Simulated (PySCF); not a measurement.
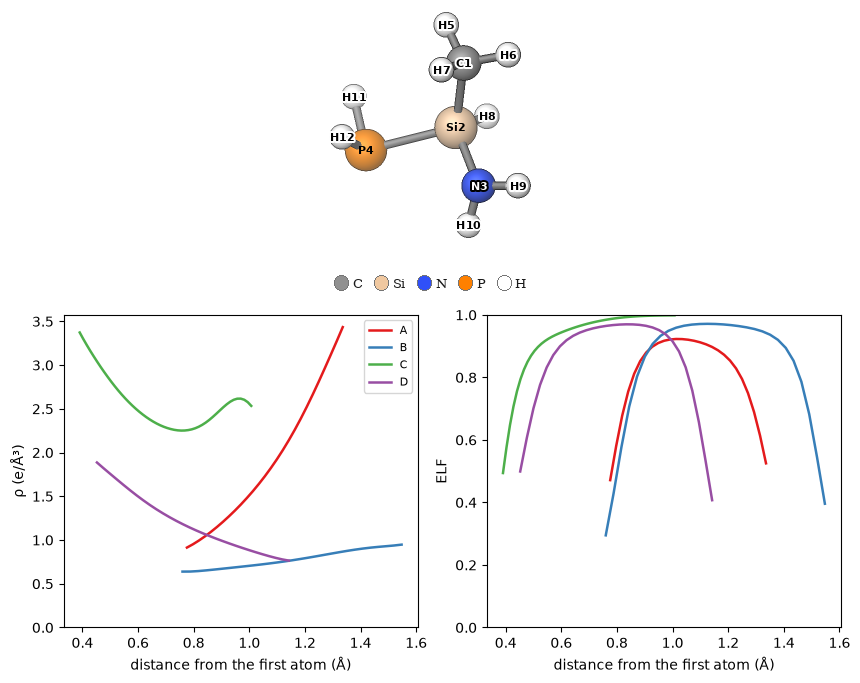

Figure 1: CH₈NPSi. Electron density and electron localisation function along straight lines between neighbouring atoms. The curves leave out the atomic cores. The structure is drawn too.

Geometry: GFN2-xTB.

Computed with PySCF 2.14.0, CAM-B3LYP/def2-SVPD, SCF density, gas phase.

```xyz
12

C    -0.7440   -1.3449    0.2161
Si   -0.0597    0.2729   -0.5174
N    -0.8331    1.5570    0.3335
P     2.1338    0.6435   -0.1750
H    -0.2343   -2.2112   -0.1948
H    -1.8022   -1.4535   -0.0002
H    -0.6225   -1.3680    1.2954
H    -0.2508    0.2529   -1.9826
H    -1.8388    1.6018    0.3507
H    -0.4434    2.4844    0.2809
H     2.5340   -0.5547   -0.7351
H     2.1622    0.1191    1.1026
```

Question: Which curve belongs to which contact (C–Si, N–H, Si–N and Si–P)? The first atom named is at distance zero.

Answer: Curve A: Si–N (1.72 Å): the density is about 1.1 e/Å³ at the midpoint; the ELF peaks at about 0.90 between the atoms; a polar covalent bond. Curve B: Si–P (2.25 Å): ρ at the midpoint is about 0.75 e/Å³; the ELF peaks at about 1 between the atoms, as expected for a shared electron pair. Curve C: N–H (1.01 Å): ρ at the midpoint is about 2.8 e/Å³; the ELF climbs to about 1 towards the hydrogen, as it does in any bond to H: an ordinary covalent bond to hydrogen. Curve D: C–Si (1.90 Å): ρ at the midpoint is about 0.93 e/Å³; the ELF peaks at about 0.95 between the atoms; a covalent bond.
